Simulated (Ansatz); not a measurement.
A series of calculations on BN$_{2}$H$_{6}$OF

## 1. Relaxation

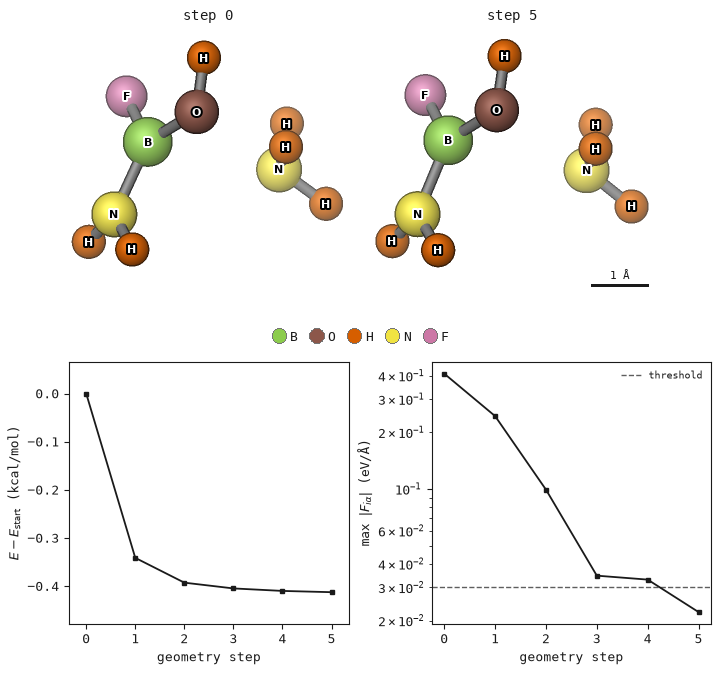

First and last geometry of a relaxation of BN₂H₆OF, with the history of the run. The picture is a ball-and-stick view, seen from a free direction.

The run prepares an end point of a later path (reaction) calculation, from a guessed geometry.

Theory: Ansatz, RKS revPBE-D4/def2-SVP.

Input
```yaml
crystal:
  periodic: [false, false, false]
  atoms:
    - { symbol: B, position_ang: [0.062582, -0.2536, -0.079627] }
    - { symbol: O, position_ang: [-0.055426, -0.623011, 1.266056] }
    - { symbol: H, position_ang: [-0.99667, -0.639386, 1.515142] }
    - { symbol: "N", position_ang: [1.279494, -0.448052, -0.770454] }
    - { symbol: H, position_ang: [2.127198, -0.705585, -0.266306] }
    - { symbol: H, position_ang: [1.449417, 0.00197, -1.666547] }
    - { symbol: F, position_ang: [-1.057276, 0.158443, -0.741676] }
    - { symbol: "N", position_ang: [0.21535, 2.313561, 0.901149] }
    - { symbol: H, position_ang: [0.793839, 3.04627, 1.33997] }
    - { symbol: H, position_ang: [-0.741599, 2.703327, 0.869408] }
    - { symbol: H, position_ang: [0.164591, 1.549465, 1.609885] }
basis:
  gaussian: { orbitals: def2-SVP }
hamiltonian:
  xc: revpbe
  dispersion: d4
relax:
  f_tol: 0.03
  max_steps: 50
```

Launched with:
```bash
ansatz run input.yaml --threads 2 --pin off --max-ram 3072MiB --backend cpu --events-out ev --progress --plain --runs-dir out
```

Q: Did the run converge, and what did it change?

A: It converged. The largest move after the best rigid fit is that of H11, 0.11 Å. Largest moves by element: H 0.11 Å, F 0.11 Å, O 0.08 Å, B 0.08 Å, N 0.07 Å. Some distances before and after: N8–H11 1.043 → 1.030 Å, B1–O2 1.400 → 1.389 Å. Over 5 geometry steps the energy falls by 0.41 kcal/mol. The largest force component goes from 0.41 to 0.022 eV/Å. Cost: 4.1 s on 2 threads of AMD EPYC 9R45 96-Core Processor (Zen 5), with other jobs on the host, peak memory 0.17 GiB.

| step | E − E(0), kcal/mol | largest force component, eV/Å |
| --- | --- | --- |
| 0 | 0.00 | 0.4103 |
| 1 | -0.34 | 0.2441 |
| 2 | -0.39 | 0.0992 |
| 3 | -0.40 | 0.0346 |
| 4 | -0.41 | 0.0330 |
| 5 | -0.41 | 0.0222 |

Limits of the set-up: the start holds two separate molecules, 2.2 Å apart at their closest, whose relative position is a soft coordinate.

## 2. Relaxation

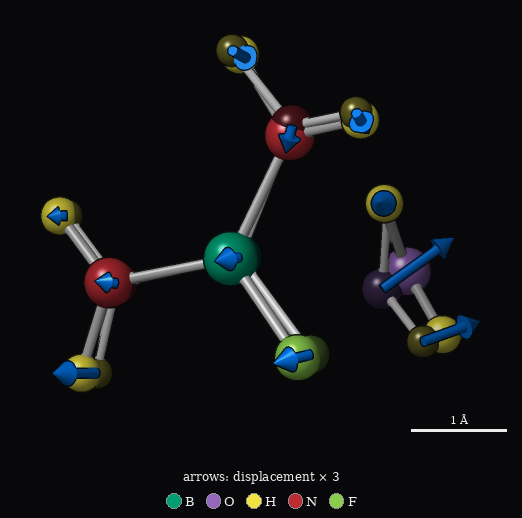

This is a relaxation of BN2H6OF. The starting structure is drawn faded, the final one solid; blue arrows show the displacements, magnified 3 times. The two geometries are superimposed by the best rigid fit.

A ball-and-stick model, seen from a free direction.

The run prepares an end point of a later path (reaction) calculation, from a guessed geometry.

Level of theory: Ansatz, RKS revPBE-D4/def2-SVP.

The input:
```yaml
crystal:
  periodic: [false, false, false]
  atoms:
    - { symbol: B, position_ang: [0.136611, 0.660502, -0.259107] }
    - { symbol: O, position_ang: [-0.016298, -0.403396, 2.128858] }
    - { symbol: H, position_ang: [-0.892099, -0.580208, 1.73712] }
    - { symbol: "N", position_ang: [1.332397, 0.081686, -0.753109] }
    - { symbol: H, position_ang: [1.364044, -0.924787, -0.915533] }
    - { symbol: H, position_ang: [2.243072, 0.466274, -0.508385] }
    - { symbol: F, position_ang: [-1.057588, 0.022213, -0.460439] }
    - { symbol: "N", position_ang: [0.070396, 2.021368, 0.365755] }
    - { symbol: H, position_ang: [0.871568, 2.646145, 0.267034] }
    - { symbol: H, position_ang: [-0.813002, 2.525689, 0.269897] }
    - { symbol: H, position_ang: [0.002399, 0.587913, 2.104909] }
basis:
  gaussian: { orbitals: def2-SVP }
hamiltonian:
  xc: revpbe
  dispersion: d4
relax:
  f_tol: 0.03
  max_steps: 50
```

Launched with:
```bash
ansatz run input.yaml --threads 2 --pin off --max-ram 3072MiB --backend cpu --events-out ev --progress --plain --runs-dir out
```

### What happened in the run?

After 8 accepted moves (9 points after the start) the energy has fallen by 2.38 kcal/mol. Largest force component: 1.5 eV/Å at the start, 0.023 eV/Å at the end. The line search rejected the trial step at point 4 of the run. The largest move after the best rigid fit is that of O2, 0.33 Å. By element the largest moves are O 0.33 Å, H 0.26 Å, F 0.17 Å, B 0.12 Å, N 0.11 Å. Near-neighbour distances that change, for instance: B1–N8 1.499 → 1.441 Å, O2–H11 0.992 → 0.984 Å. Among the angles between lasting bonds that change: B1–N8–H9 118.7° → 121.4°, B1–N8–H10 116.6° → 118.8°. Cost: 6.5 s on 2 threads of AMD EPYC 9R45 96-Core Processor (Zen 5), with other jobs on the host, peak memory 0.17 GiB.

Limits of the set-up: the start holds two separate molecules, 2.3 Å apart at their closest, whose relative position is a soft coordinate.

## 3. Path

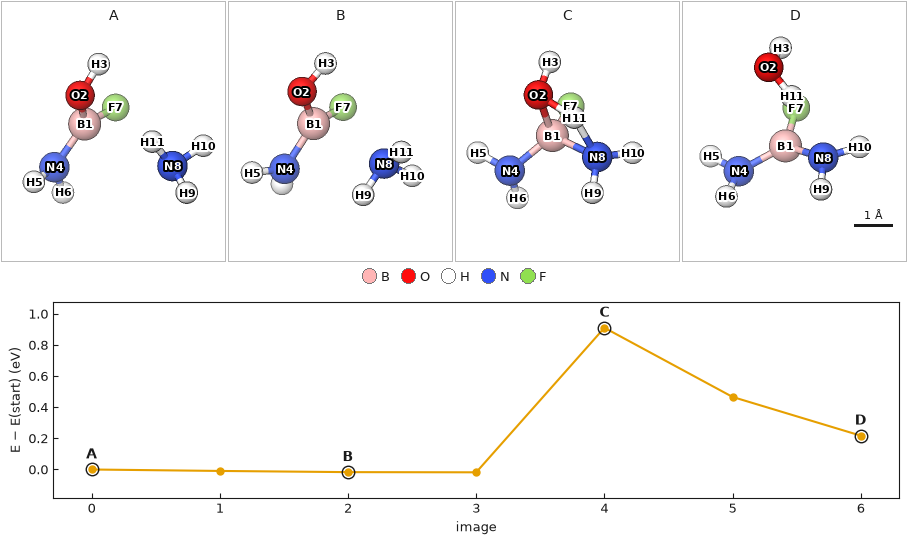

NEB run on BN₂H₆OF, made up at the start of BNH$_{3}$OF and NH3. Images are numbered from 0 (start) to 6 (end). Frames A to D are images 0, 2, 4, 6. The picture is a ball-and-stick view, seen at a tilt.

These are results of Ansatz, RKS revPBE-D4/def2-SVP, not measurements. Run with 5 movable images; climbing image; force threshold 0.05 eV/Å; iteration limit 60; starting path through a guess of the saddle point.

What happens along the path, and what is the barrier?

Breaking: B1–O2 (1.39 → 1.65 at the top → 2.93 Å), N8–H11 (1.03 → 1.39 at the top → 2.07 Å). Forming: B1–N8 (2.89 → 1.58 at the top → 1.44 Å), O2–H11 (2.39 → 1.18 at the top → 0.98 Å). The energy climbs by 0.91 eV to image 4 and then falls by 0.69 eV, so the end point sits at +0.22 eV. Image 3 lies below both ends, at −0.02 eV, which points to an intermediate minimum that so few images don't resolve. The band converged in 22 iterations, with a climbing image at the top. At the top, the vibrational analysis gives one imaginary mode (965i cm⁻¹), as a transition state must have.

Limits of the set-up: the start holds two separate molecules, 2.4 Å apart at their closest, whose relative position is a soft coordinate.

Cost: 62 s on 2 threads of AMD EPYC 9R45 96-Core Processor (Zen 5), on a shared host, peak memory 0.15 GiB.
